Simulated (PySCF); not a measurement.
## Electronic structure of C2H6Cl3NSi (Si(NMe2)Cl3) in real space

Input

```
{"job": {"kind": "nmr", "xc": "PBE0", "basis": "pcSseg-1"}, "charge": 0, "multiplicity": 1}
Si     0.080651    -0.033498    -1.574985
N      0.056977     0.108513     0.119521
C      1.017652    -0.577317     0.956315
C     -1.089435     0.627138     0.833093
H      1.382614     0.098512     1.749657
H      1.887619    -0.899322     0.368207
H      0.580131    -1.468469     1.443934
H     -1.754691     1.179136     0.155458
H     -1.675576    -0.177656     1.315144
H     -0.762257     1.326924     1.622390
Cl     2.018612    -0.069626    -2.238177
Cl    -0.886162     1.563588    -2.418558
Cl    -0.825497    -1.730044    -2.309799
```

Launched as:

```sh
OMP_NUM_THREADS=1 python probes_run.py task.json out
```

Geometry: PBE0-D3(BJ)/def2-SVP.

Level of theory: PBE0/pcSseg-1, SCF density, gas phase, non-relativistic in PySCF 2.14.0.

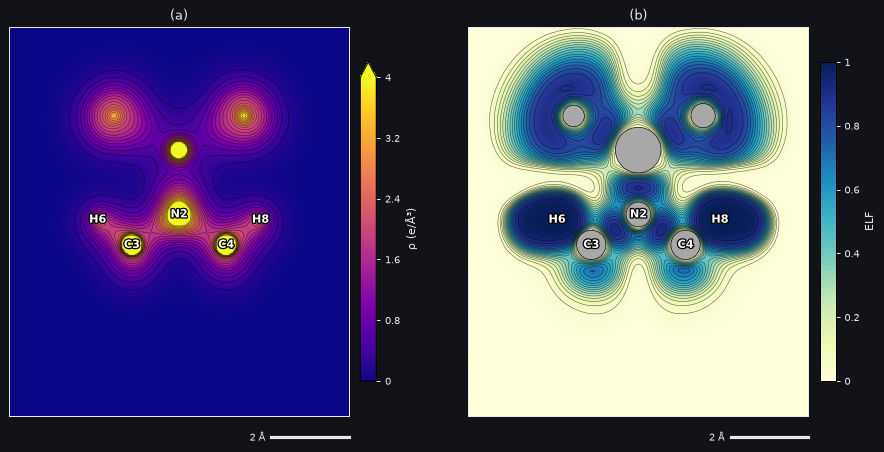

Figure 1. (a) total electron density; (b) electron localisation function on the plane of atoms C3, N2 and C4. Grey discs cover the atomic cores in the ELF map.

Q: Describe what can be read from this map.

A: The section cuts through N, C and H sites.
C–N (1.45 Å): ρ is about 1.9 e/Å³ halfway; the ELF peaks at about 0.90 between the atoms, as expected for a shared electron pair.
C–H (1.10 Å): ρ at the midpoint is about 2 e/Å³; the ELF climbs to about 1 towards the hydrogen, as it does in any bond to H (a covalent bond by its length).
The ELF also peaks beside Cl11 and Cl12, away from the bonds: lone-pair regions.

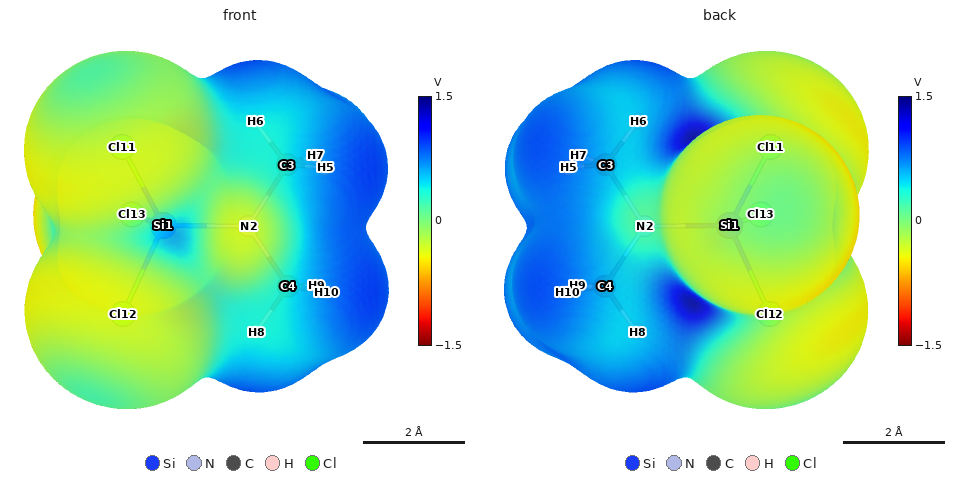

Figure 2. The molecular electrostatic potential painted on the density surface at 0.002 e/bohr³, seen from the front and from behind; red is negative and blue positive.

Q: Where is the surface potential most negative and most positive?

A: The most negative region (about −0.5 V, or −12 kcal/mol for a unit charge) lies over Cl11 and Cl13, the most positive (about +1.2 V, or +28 kcal/mol for a unit charge) over Si1.

Q: How polar is the molecule by this calculation?

A: Its dipole moment is 3.01 D.
